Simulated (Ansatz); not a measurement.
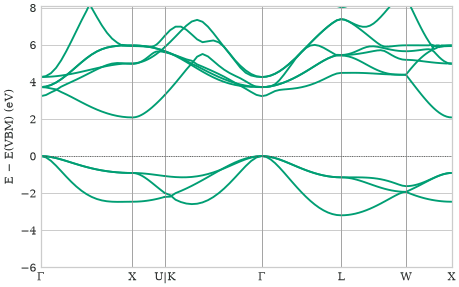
Figure. Band structure from PBE in the plane-wave PAW code Ansatz

Problem. Read off the gap and where the band edges lie.

Solution. About 2.1 eV (2.08 eV by a search for the band edges); maximum at Γ, minimum at X.

The material is CaSe (rock salt, Fm-3m).

The PBE relaxation kept the symmetry of its start. Scalar-relativistic: spin–orbit coupling is off unless named, which matters more the heavier the elements.

Potentials: the later of the program's two PAW sets.
